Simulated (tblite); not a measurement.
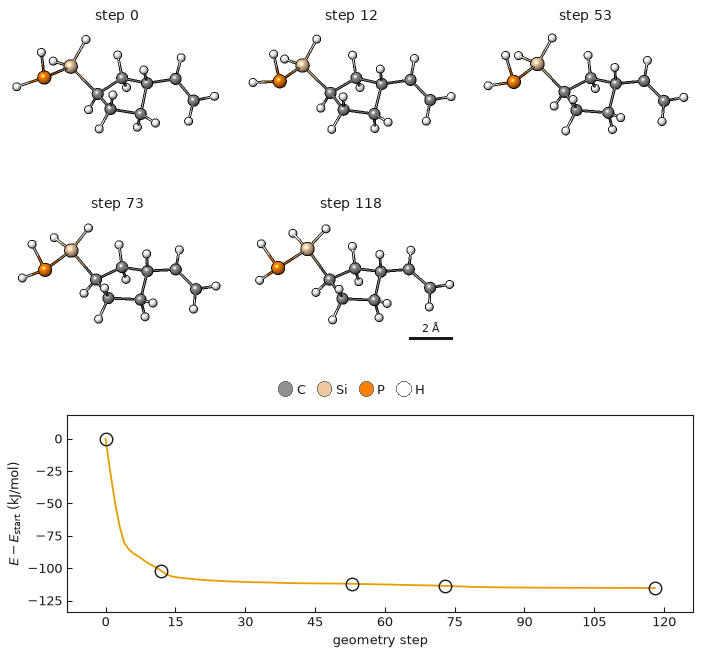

Frames of a relaxation of C7H15PSi, marked on the history of the run. Style: ball-and-stick. Shown at a tilt.

Computed with GFN2-xTB geometry optimisation, gas phase (tblite). 

Describe the path.

Answer. An H atom moves most after the best rigid fit: 0.92 Å. Largest moves by element: H 0.92 Å, Si 0.43 Å, C 0.25 Å, P 0.17 Å. Near-neighbour distances that change, for instance: H–P 1.468 → 1.382 Å, P–Si 2.181 → 2.240 Å, C–C 1.492 → 1.546 Å, H–P 1.436 → 1.383 Å. Among the angles between lasting bonds that change: H–P–H 110.4° → 92.4°, Si–P–H 108.6° → 95.5°, C–C–C 119.1° → 126.4°. Groups turn about P–Si by about 45°, C–C by about 25°, C–C by about 25°. Over 118 geometry steps the energy falls by 115.3 kJ/mol. Cost: 3 s on 1 thread of Intel(R) Xeon(R) Processor @ 2.70GHz, with other jobs on the host. From step 0 to 12: an H atom moves most (0.29 Å), energy −102.2 kJ/mol. From step 12 to 53: an H atom moves most (0.33 Å), energy −9.83 kJ/mol. From step 53 to 73: H atoms move most (0.37 Å), energy −1.65 kJ/mol. From step 73 to 118: an H atom moves most (0.34 Å), energy −1.58 kJ/mol.

```tsv
step	E − E(0), kJ/mol
0	0.00
1	-25.70
2	-48.82
3	-67.54
4	-80.54
5	-85.56
6	-88.70
7	-90.81
8	-93.36
9	-95.88
10	-97.88
16	-107.37
21	-109.12
27	-110.30
33	-110.93
38	-111.38
44	-111.73
50	-111.89
55	-112.23
61	-112.68
67	-113.15
73	-113.70
78	-114.36
84	-114.75
90	-114.97
95	-115.10
101	-115.16
107	-115.20
112	-115.25
118	-115.28
```
